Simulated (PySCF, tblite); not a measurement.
# C₅H₄F₂O₃: geometry, infrared bands and NMR shifts

What infrared bands and NMR shifts should C₅H₄F₂O₃ (`COC(=O)C1=CC(F)(F)O1`) show?

Computed with tblite 0.8.0 and PySCF 2.14.0, with density-fitted response routines of our own, on a single molecule in the gas phase. Atoms count from 0, in the outputs and in this text.

**1. The starting structure**

14 atoms, charge 0, multiplicity 1; geometry from: force field or distance geometry start.

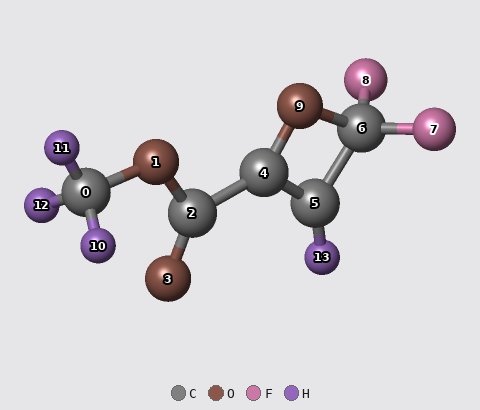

As it starts; carbon grey, oxygen brown, fluorine pink, hydrogen purple, atoms numbered.

**2. Relaxing the molecule with GFN2-xTB**

Job settings and geometry (Å):

```
{"job": {"kind": "relax", "xc": "GFN2-xTB", "basis": "xTB"}, "charge": 0, "multiplicity": 1}
C     -2.684600     0.578800    -0.777000
O     -1.271900     0.538100    -0.772400
C     -0.737800    -0.169900     0.284800
O     -1.397200    -0.715500     1.148100
C      0.736700    -0.110500     0.139000
C      1.612900    -0.689400     0.975300
C      2.715600    -0.149800     0.112200
F      3.537600     0.810000     0.607300
F      3.486300    -1.014500    -0.588600
O      1.615300     0.389200    -0.661100
H     -3.072000     1.077500     0.121800
H     -3.008400     1.159900    -1.646700
H     -3.115600    -0.424900    -0.855100
H      1.582500    -1.279500     1.875500
```

Run with:

```
> OMP_NUM_THREADS=1 python probes_run.py task.json out
```

One launch serves the whole session: the jobs run in the order shown.

**Question.** This job is followed by: GFN2-xTB harmonic vibrations, gas phase; GIAO PBE0/pcSseg-1 NMR shielding, non-relativistic, gas phase. What will the session give for the following? strongest single infrared mode (GFN2-xTB); zero-point energy (GFN2-xTB); 13C shifts against TMS (PBE0/pcSseg-1); 1H shifts against TMS (PBE0/pcSseg-1, means over atoms taken as alike); 17O shifts against H2O (PBE0/pcSseg-1); 19F shifts against CFCl3 (PBE0/pcSseg-1, means over atoms taken as alike); surface potential, least and greatest.

As calculated:

```
                                                                 quantity                                 value
                                strongest single infrared mode (GFN2-xTB)                 1753 cm⁻¹, 369 km/mol
                                             zero-point energy (GFN2-xTB)                         54.0 kcal/mol
                                   13C shifts against TMS (PBE0/pcSseg-1)  168.9, 163.8, 127.7, 127.4, 54.6 ppm
   1H shifts against TMS (PBE0/pcSseg-1, means over atoms taken as alike)                        6.46, 4.12 ppm
                                   17O shifts against H2O (PBE0/pcSseg-1)               444.3, 211.4, 195.3 ppm
19F shifts against CFCl3 (PBE0/pcSseg-1, means over atoms taken as alike)                            -109.9 ppm
                                    surface potential, least and greatest                    -1.23 V and 1.35 V
```

In words: The optimisation took 36 steps and gained 0.597 eV; among the close pairs (by a distance rule), C4–O9 changed most, from 1.289 to 1.397 Å. All 36 modes are real, so the xTB geometry is a minimum. The strongest single mode, at 1753 cm⁻¹, moves mainly C2 and O3. GFN2-xTB is a fitted tight-binding method: band positions and strengths are rough. Its intensities can rank the bands wrongly. C4 (alkene carbon bearing oxygen) lies farthest downfield among carbon, at 168.9 ppm; an sp2 carbon further deshielded by the attached heteroatom. H13 (hydrogen on a β carbon of a C=C–C=O unit) lies farthest downfield among hydrogen, at 6.46 ppm; olefinic region. At PBE0/pcSseg-1: The widest tensor belongs to O3: span 706 ppm, with a paramagnetic part of -511 ppm. By nearest atom (PBE0/pcSseg-1), the HOMO sits on C5 35 %; O9 33 % and the LUMO on C2, C4, C5 about 21 % each; O3 14 %.
